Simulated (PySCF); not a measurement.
# C$_{3}$H$_{6}$B$_{2}$F$_{2}$O: excited-state calculation

System: C$_{3}$H$_{6}$B$_{2}$F$_{2}$O.
Method: TDDFT B3LYP/def2-SVPD, vertical, gas phase, core orbitals frozen in the response (PySCF 2.14.0).

The geometry comes from this level: GFN2-xTB. It belongs to a series of runs on one base structure; here: constitutional isomer.

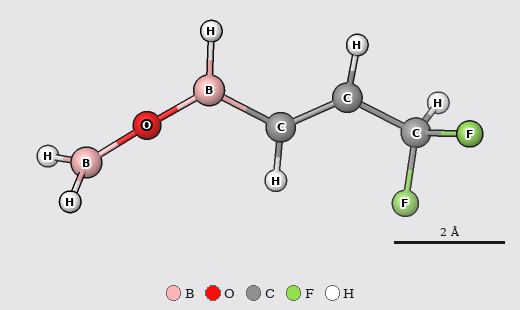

Figure 1. The structure as given in the input (ball-and-stick view, seen at a tilt).

Results in brief:

- outcome: converged
- total energy: −442.291865 hartree
- HOMO: −8.25 eV
- LUMO: −2.03 eV
- dipole moment: 1.88 D
- mean polarisability: 76.23 a.u.
- lowest singlet excitation: 5.44 eV
- hardware: 1 CPU thread, shared host
- wall time: 39 s
- peak memory: 0.81 GiB

Input file:
```
{"job": {"kind": "uv", "xc": "B3LYP", "basis": "def2-SVPD", "nstates": 8, "ntriplets": 3}, "charge": 0, "multiplicity": 1}
B      3.378034     0.326368     0.190164
O      2.234988    -0.171760     0.539939
B      1.069099    -0.633545     0.877334
C     -0.227572    -0.015422     0.231560
C     -1.466960    -0.369906     0.552778
C     -2.706248     0.217354    -0.055576
F     -2.448964     1.306916    -0.817031
F     -3.572953     0.626177     0.911380
H      3.826439     1.232601     0.797547
H      3.959269    -0.137986    -0.725507
H      0.989330    -1.510302     1.662296
H     -0.108336     0.758450    -0.518661
H     -1.675716    -1.122259     1.299602
H     -3.251089    -0.507161    -0.687968
```

The first line tells a small driver script what to run in PySCF; the rest is the geometry in Å.

Launched with:
```bash
OMP_NUM_THREADS=1 python <driver script> task.json out
```

Log:
```
coarse grid: 12408 points
cycle   1  E = -442.0657094208  dE =  1.003e+00  |g| = 8.901e-01  |ddm| = 6.467e+00
cycle   2  E = -441.7631565492  dE =  3.026e-01  |g| = 1.555e+00  |ddm| = 2.511e+00
cycle   3  E = -442.2060872874  dE = -4.429e-01  |g| = 1.697e-01  |ddm| = 1.594e+00
cycle   4  E = -442.2119476300  dE = -5.860e-03  |g| = 6.714e-02  |ddm| = 3.095e-01
cycle   5  E = -442.2128576968  dE = -9.101e-04  |g| = 1.710e-02  |ddm| = 1.002e-01
cycle   6  E = -442.2129169839  dE = -5.929e-05  |g| = 5.730e-03  |ddm| = 2.846e-02
cycle   7  E = -442.2129249774  dE = -7.994e-06  |g| = 1.685e-03  |ddm| = 1.112e-02
final grid: 122688 points
cycle   8  E = -442.2918563097  dE = -5.577e-05  |g| = 6.492e-03  |ddm| = 1.300e-01
cycle   9  E = -442.2918437493  dE =  1.256e-05  |g| = 1.054e-02  |ddm| = 1.935e-02
cycle  10  E = -442.2918651741  dE = -2.142e-05  |g| = 7.438e-04  |ddm| = 9.977e-03
cycle  11  E = -442.2918652935  dE = -1.193e-07  |g| = 3.237e-04  |ddm| = 1.505e-03
cycle  12  E = -442.2918653111  dE = -1.764e-08  |g| = 9.133e-05  |ddm| = 3.957e-04
cycle  13  E = -442.2918653124  dE = -1.356e-09  |g| = 2.946e-05  |ddm| = 1.467e-04
cycle  14  E = -442.2918653126  dE = -1.749e-10  |g| = 6.115e-06  |ddm| = 5.403e-05
```

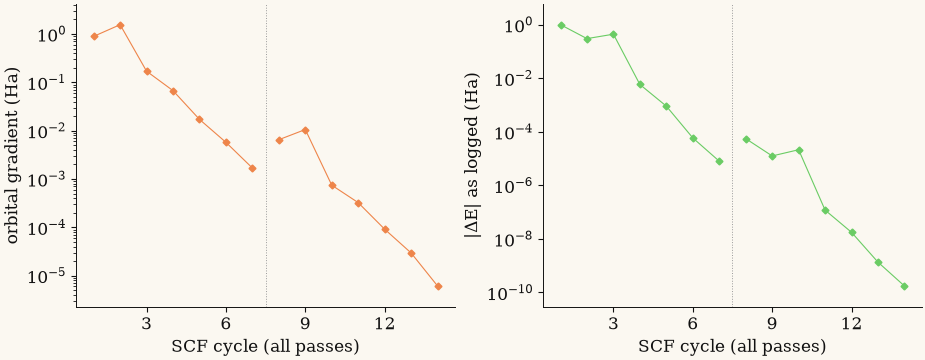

Figure 2. Convergence of the self-consistent field: orbital gradient and size of the energy change against the SCF cycle. The dotted line marks the change from a coarse to the final integration grid. The first 7 cycles use a coarse grid, the final grid takes over at cycle 8, and the field converges after 14 cycles in all.

```
converged SCF energy = -442.2918653126

Static polarisability (au): isotropic 76.228, principal 54.315 62.372 111.997

Singlet excitations
state   eV       nm        f      main configurations
  1   5.4448    227.7   0.00266   H-1->L 0.96
  2   5.9158    209.6   0.48618   H->L 0.86, H-2->L 0.10
  3   6.0058    206.4   0.00116   H->L+1 0.76, H-2->L+1 0.22
  4   6.5518    189.2   0.13024   H-2->L 0.81, H->L 0.09
  5   6.8534    180.9   0.00877   H-3->L 0.93
  6   6.9054    179.5   0.00723   H-2->L+1 0.69, H->L+1 0.23
  7   7.0986    174.7   0.20755   H-1->L+1 0.89
  8   7.7008    161.0   0.03494   H->L+2 0.80, H-4->L 0.16

Triplet excitations (Tamm-Dancoff, eV): 3.9678 5.0327 5.5285
```

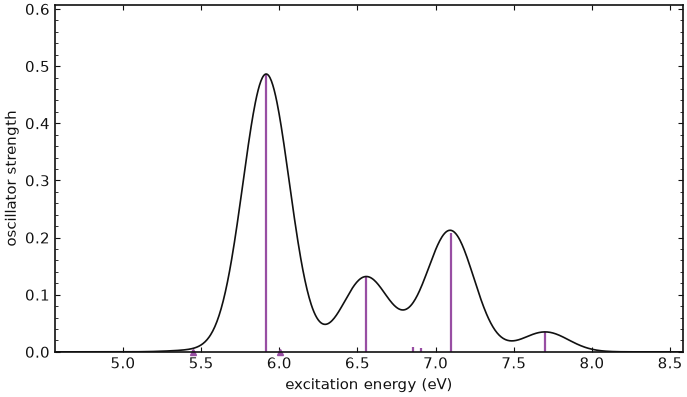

Figure 3. Computed excitations as sticks (degenerate states added up, dark ones marked on the axis), with a Gaussian envelope of 0.35 eV full width at half maximum, scaled to the tallest. Of the 8 states the lowest lies at 5.44 eV (f = 0.003); the strongest line is at 5.92 eV, or 210 nm (f = 0.486).

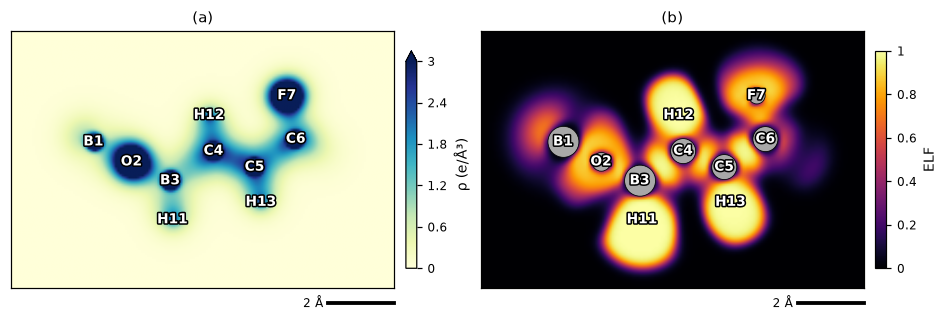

Figure 4. (a) total electron density; (b) electron localisation function on the plane of atoms B3, C4 and C5. Grey discs, where drawn, cover atomic cores. C–C (1.33 Å): ρ at the midpoint is about 2.3 e/Å³; the ELF peaks at about 0.95 between the atoms; a multiple bond by its length, whose ELF region spreads away from the axis.

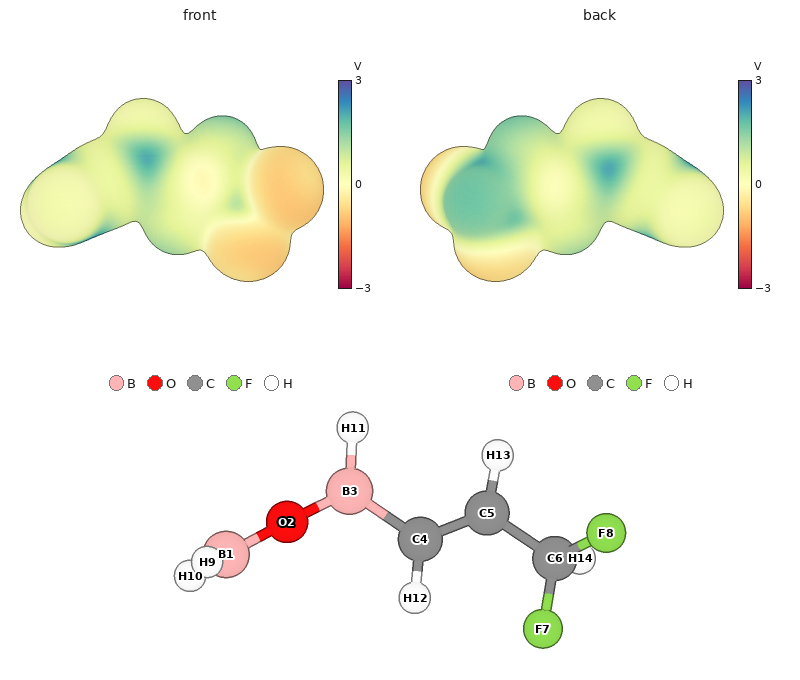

Figure 5. The electrostatic potential painted on the density surface at 0.004 e/bohr³, seen face on and from behind; red is negative and blue positive. The bare structure is drawn below in the same view. Its dipole moment is 1.88 D.
